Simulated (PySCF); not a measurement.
# C₃H₄GeO: electronic excitations and core binding energies

Wanted: the electronic excitations and core binding energies of C₃H₄GeO (`O=[C]1C=[CH][GeH2]1`), by calculation.

The runs use PySCF 2.14.0, with density-fitted response routines of our own; the level of theory stands in each step. All values are computed, except where a source is named. Atoms count from 0, in the outputs and in this text.

### 1 The starting structure

9 atoms, charge 0, multiplicity 1; geometry from: GFN2-xTB.

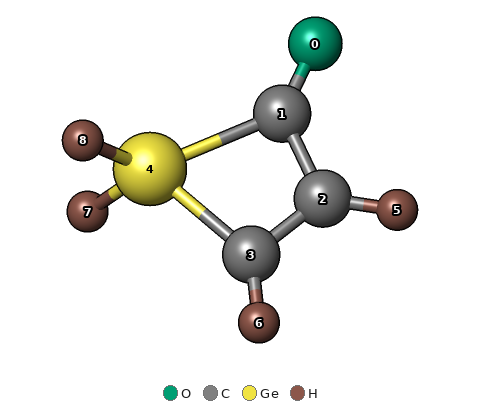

As it starts; oxygen teal, carbon grey, germanium yellow, hydrogen brown, atoms numbered.

### 2 Excited states and response: CAM-B3LYP/def2-SVPD

Job settings and geometry (Å):

```
{"job": {"kind": "uv", "xc": "CAM-B3LYP", "basis": "def2-SVPD", "nstates": 8, "ntriplets": 3}, "charge": 0, "multiplicity": 1}
O     -0.998854     1.866745     1.256975
C     -0.569927     0.938443     0.648176
C     -1.181783    -0.282882     0.121785
C     -0.210349    -0.977038    -0.493537
Ge     1.249906     0.320135    -0.122372
H     -2.227913    -0.523494     0.239937
H     -0.353959    -1.926461    -0.984569
H      2.392458    -0.274086     0.686765
H      1.913982     0.864630    -1.378339
```

Method: TDDFT CAM-B3LYP/def2-SVPD, vertical, gas phase, core orbitals frozen in the response.

Command:

```bash
OMP_NUM_THREADS=1 python probes_run.py task.json out
```

One launch serves the whole session: the jobs run in the order shown.

The program printed:

```text
coarse grid: 38024 points
cycle   1  E = -2268.3855425701  dE =  2.062e-01  |g| = 8.230e-01  |ddm| = 4.391e+00
cycle   2  E = -2268.0891143316  dE =  2.964e-01  |g| = 1.511e+00  |ddm| = 2.032e+00
cycle   3  E = -2268.5132207830  dE = -4.241e-01  |g| = 1.350e-01  |ddm| = 1.471e+00
cycle   4  E = -2268.5159331290  dE = -2.712e-03  |g| = 5.969e-02  |ddm| = 2.455e-01
cycle   5  E = -2268.5165748608  dE = -6.417e-04  |g| = 9.574e-03  |ddm| = 9.048e-02
cycle   6  E = -2268.5166002834  dE = -2.542e-05  |g| = 5.957e-03  |ddm| = 2.675e-02
cycle   7  E = -2268.5166112207  dE = -1.094e-05  |g| = 1.524e-03  |ddm| = 1.299e-02
cycle   8  E = -2268.5166125021  dE = -1.281e-06  |g| = 4.215e-04  |ddm| = 5.287e-03
final grid: 79360 points
cycle   9  E = -2268.5166175165  dE = -7.341e-08  |g| = 4.441e-04  |ddm| = 3.014e-03
cycle  10  E = -2268.5166174907  dE =  2.580e-08  |g| = 6.371e-04  |ddm| = 1.275e-03
cycle  11  E = -2268.5166175711  dE = -8.039e-08  |g| = 7.592e-05  |ddm| = 7.660e-04
cycle  12  E = -2268.5166175730  dE = -1.877e-09  |g| = 4.658e-05  |ddm| = 1.757e-04
cycle  13  E = -2268.5166175740  dE = -9.923e-10  |g| = 1.600e-05  |ddm| = 1.680e-04
converged SCF energy = -2268.5166175740

Static polarisability (au): isotropic 67.838, principal 48.557 67.372 87.587

Singlet excitations
state   eV       nm        f      main configurations
  1   3.3512    370.0   0.00112   H->L 0.95
  2   5.4676    226.8   0.04821   H->L+1 0.65, H-1->L 0.28
  3   5.6161    220.8   0.00002   H-2->L 0.86, H->L+3 0.10
  4   5.9443    208.6   0.00587   H->L+3 0.81, H-2->L 0.11
  5   6.1351    202.1   0.12873   H-1->L 0.54, H->L+1 0.20, H->L+2 0.18
  6   6.6437    186.6   0.08970   H->L+2 0.69, H->L+4 0.10
  7   6.8912    179.9   0.00043   H-1->L+1 0.95
  8   7.3304    169.1   0.02558   H->L+4 0.39, H-3->L 0.34, H-2->L+1 0.09

Triplet excitations (Tamm-Dancoff, eV): 2.9157 3.8700 4.5937
```

Wall time 34 s (1 thread of Arm Neoverse N1, shared host); peak memory 0.67 GiB.

The orbitals next to the gap, with their largest atomic shares:

| orbital | eV | atoms |
| --- | --- | --- |
| HOMO−3 | -11.38 | Ge4 35 %, H8 19 %, H7 19 % |
| HOMO−2 | -10.52 | C3 39 %, Ge4 24 %, C2 12 % |
| HOMO−1 | -9.83 | C2 31 %, C3 27 %, O0 11 % |
| HOMO | -8.30 | O0 41 %, C1 20 %, Ge4 18 % |
| LUMO | -0.76 | C3 33 %, O0 20 %, C1 20 % |
| LUMO+1 | 0.34 | Ge4 41 %, C1 13 %, H8 12 % |
| LUMO+2 | 1.07 | Ge4 58 %, H7 10 %, H8 10 % |

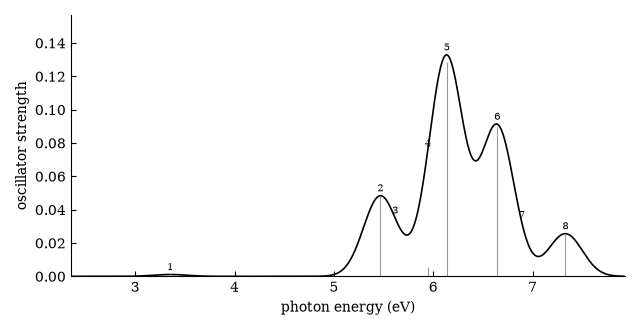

Absorption spectrum from the 8 singlet states computed; above the last one it falls off for lack of states. Lines are broadened to a width of 0.40 eV (Gaussian).

Ground-state properties from the same run:

| property | computed |
| --- | --- |
| dipole moment (D) | 2.88 |
| polarisability (Å³) | 10.05 |
| HOMO–LUMO gap (eV) | 7.54 |
| −ε(HOMO) (eV) | 8.30 |

### 3 Core holes by ΔSCF: SCAN, X2C

The job, as its differences from that of step 2:

```diff
@@ -1,2 +1,2 @@
-{"job": {"kind": "uv", "xc": "CAM-B3LYP", "basis": "def2-SVPD", "nstates": 8, "ntriplets": 3}, "charge": 0, "multiplicity": 1}
+{"job": {"kind": "xps"}, "charge": 0, "multiplicity": 1}
 O     -0.998854     1.866745     1.256975
```

Level: delta-SCF UKS SCAN, pcX-2 on the ionised atom, pcseg-1 elsewhere, spin-free X2C.

The program printed:

```text
ground state, core basis on atom 0 (O), 134 functions
  cycle   1  E = -2285.73359847  |g| = 8.02e-01
  cycle   2  E = -2284.34496984  |g| = 2.49e+00
  cycle   3  E = -2285.82793588  |g| = 3.14e-01
  cycle   4  E = -2285.83883487  |g| = 2.55e-01
  cycle   5  E = -2285.85652085  |g| = 7.30e-02
  cycle   6  E = -2285.85768112  |g| = 2.73e-02
  cycle   7  E = -2285.85790800  |g| = 7.98e-03
  cycle   8  E = -2285.85792689  |g| = 2.90e-03
  cycle   9  E = -2285.85792888  |g| = 9.67e-04
  cycle  10  E = -2285.85793083  |g| = 3.11e-04
  E(ground) = -2285.99535243 Eh
hole in O 1s of atom 0
  cycle   1  E = -2265.23971374  |g| = 2.23e+00
  cycle   2  E = -2264.13013454  |g| = 2.44e+00
  cycle   3  E = -2265.68898955  |g| = 8.19e-01
  cycle   4  E = -2265.79865245  |g| = 6.88e-01
  cycle   5  E = -2266.08534346  |g| = 9.91e-02
  cycle   6  E = -2266.08968391  |g| = 4.83e-02
  cycle   7  E = -2266.09086675  |g| = 1.25e-02
  cycle   8  E = -2266.09095792  |g| = 5.13e-03
  cycle   9  E = -2266.09097405  |g| = 1.57e-03
  cycle  10  E = -2266.09097585  |g| = 8.25e-04
  cycle  11  E = -2266.09097633  |g| = 3.01e-04
  E(ion) = -2266.22945754 Eh   <S^2> = 0.7666   hole on atom = 1.000   binding energy = 537.857 eV
ground state, core basis on atom 1 (C), 134 functions
  cycle   1  E = -2285.83415099  |g| = 9.16e-02
  cycle   2  E = -2285.82732539  |g| = 1.97e-01
  cycle   3  E = -2285.83494263  |g| = 3.16e-02
  cycle   4  E = -2285.83503792  |g| = 2.13e-02
  cycle   5  E = -2285.83517108  |g| = 2.15e-03
  cycle   6  E = -2285.83517033  |g| = 7.54e-04
  cycle   7  E = -2285.83517335  |g| = 1.20e-04
  E(ground) = -2285.97541758 Eh
hole in C 1s of atom 1
  cycle   1  E = -2274.48955589  |g| = 1.51e+00
  cycle   2  E = -2271.84436538  |g| = 2.43e+00
  cycle   3  E = -2273.92432889  |g| = 1.32e+00
  cycle   4  E = -2274.79332821  |g| = 7.81e-01
  cycle   5  E = -2275.00568452  |g| = 3.39e-01
  cycle   6  E = -2275.04940053  |g| = 1.71e-01
  cycle   7  E = -2275.06645761  |g| = 4.46e-02
  cycle   8  E = -2275.06767356  |g| = 1.09e-02
  cycle   9  E = -2275.06775845  |g| = 4.19e-03
  cycle  10  E = -2275.06778079  |g| = 3.20e-03
  cycle  11  E = -2275.06779432  |g| = 2.23e-03
  cycle  12  E = -2275.06780517  |g| = 1.16e-03
  cycle  13  E = -2275.06780833  |g| = 4.50e-04
  E(ion) = -2275.20619674 Eh   <S^2> = 0.7968   hole on atom = 1.000   binding energy = 293.045 eV
ground state, core basis on atom 2 (C), 134 functions
  cycle   1  E = -2285.83080659  |g| = 6.19e-02
  cycle   2  E = -2285.83012786  |g| = 6.11e-02
  cycle   3  E = -2285.83024018  |g| = 5.59e-02
  cycle   4  E = -2285.83092892  |g| = 1.47e-02
  cycle   5  E = -2285.83098646  |g| = 1.36e-03
  cycle   6  E = -2285.83098840  |g| = 8.47e-04
  cycle   7  E = -2285.83098763  |g| = 8.65e-05
  E(ground) = -2285.97157399 Eh
hole in C 1s of atom 2
  cycle   1  E = -2274.55308357  |g| = 1.51e+00
  cycle   2  E = -2272.63190322  |g| = 2.41e+00
  cycle   3  E = -2274.85810331  |g| = 7.31e-01
  cycle   4  E = -2274.89608607  |g| = 7.46e-01
  cycle   5  E = -2275.11077084  |g| = 1.96e-01
  cycle   6  E = -2275.13350094  |g| = 6.02e-02
  cycle   7  E = -2275.13553177  |g| = 1.39e-02
  cycle   8  E = -2275.13565484  |g| = 6.49e-03
  cycle   9  E = -2275.13568058  |g| = 4.60e-03
  cycle  10  E = -2275.13569898  |g| = 2.39e-03
  cycle  11  E = -2275.13570925  |g| = 8.21e-04
  cycle  12  E = -2275.13570922  |g| = 3.00e-04
  E(ion) = -2275.27526857 Eh   <S^2> = 0.7903   hole on atom = 1.000   binding energy = 291.061 eV
ground state, core basis on atom 3 (C), 134 functions
  cycle   1  E = -2285.83081787  |g| = 5.98e-02
  cycle   2  E = -2285.83029317  |g| = 5.01e-02
  cycle   3  E = -2285.83028219  |g| = 4.91e-02
  cycle   4  E = -2285.83090873  |g| = 1.49e-02
  cycle   5  E = -2285.83096218  |g| = 3.16e-03
  cycle   6  E = -2285.83096673  |g| = 4.88e-04
  E(ground) = -2285.97076076 Eh
hole in C 1s of atom 3
  cycle   1  E = -2274.54892040  |g| = 1.51e+00
  cycle   2  E = -2272.42793783  |g| = 2.38e+00
  cycle   3  E = -2274.66506556  |g| = 1.00e+00
  cycle   4  E = -2275.03333299  |g| = 5.23e-01
  cycle   5  E = -2275.12104323  |g| = 2.36e-01
  cycle   6  E = -2275.14447082  |g| = 4.79e-02
  cycle   7  E = -2275.14570460  |g| = 1.67e-02
  cycle   8  E = -2275.14595861  |g| = 9.46e-03
  cycle   9  E = -2275.14605632  |g| = 6.45e-03
  cycle  10  E = -2275.14619320  |g| = 5.84e-03
  cycle  11  E = -2275.14630630  |g| = 3.22e-03
  cycle  12  E = -2275.14634854  |g| = 1.75e-03
  cycle  13  E = -2275.14635804  |g| = 8.70e-04
  cycle  14  E = -2275.14636001  |g| = 4.51e-04
  E(ion) = -2275.28528649 Eh   <S^2> = 0.8747   hole on atom = 1.000   binding energy = 290.767 eV
```

It took 54 s on 1 thread of Arm Neoverse N1, shared host; peak memory 0.52 GiB.

Binding energies by hole, beside the orbital energy of the ground state; the difference holds orbital relaxation and, for a density functional, its self-interaction error:

| hole | stands for | environment | ΔSCF (eV) | −ε (eV) | ⟨S²⟩ |
| --- | --- | --- | --- | --- | --- |
| O1s on O0 | O0 | carbonyl oxygen | 537.86 | 517.0 | 0.767 |
| C1s on C1 | C1 | carbonyl carbon | 293.05 | 276.4 | 0.797 |
| C1s on C2 | C2 | α carbon of a C=C–C=O unit | 291.06 | 274.5 | 0.790 |
| C1s on C3 | C3 | β carbon of a C=C–C=O unit | 290.77 (doubtful) | 274.6 | 0.875 |

Doubtful: the ion did not converge, its hole moved, or its ⟨S²⟩ is well above 0.75.

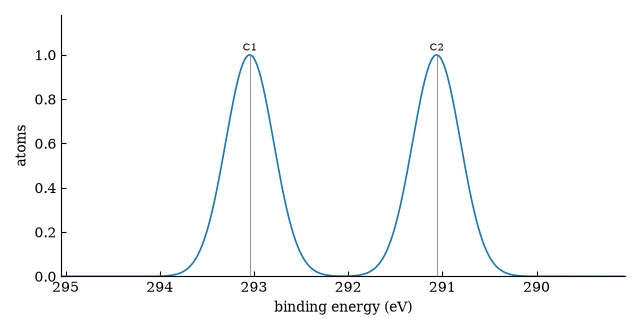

The C1s photoelectron lines, weighted by the number of atoms. Only 2 of the 3 C atoms are covered by sound results. Lines are broadened to a width of 0.60 eV (Gaussian).

### 4 What came out

| quantity | value |
| --- | --- |
| lowest singlet (CAM-B3LYP/def2-SVPD) | 3.35 eV (370 nm), f = 0.001 |
| brightest single state of those computed | state 5, 6.14 eV, f = 0.129 |
| lowest triplet | 2.92 eV |
| C1s binding energies, SCAN/pcX-2 (standing for 2 of 3 atoms) | C1 293.05, C2 291.06 eV |
| O1s binding energies, SCAN/pcX-2 | O0 537.86 eV |

The first singlet state (HOMO→LUMO 0.95) lies at 3.35 eV and is weak; of the 8 states computed, the strongest absorption comes from state 5 at 6.14 eV. The lowest triplet lies 0.44 eV below the lowest singlet (triplets in Tamm-Dancoff, singlets in full TDDFT). The C1s levels kept as sound span 1.98 eV, from C2 (α carbon of a C=C–C=O unit) up to C1 (carbonyl carbon). Only 2 of the 3 C atoms are covered by sound results.
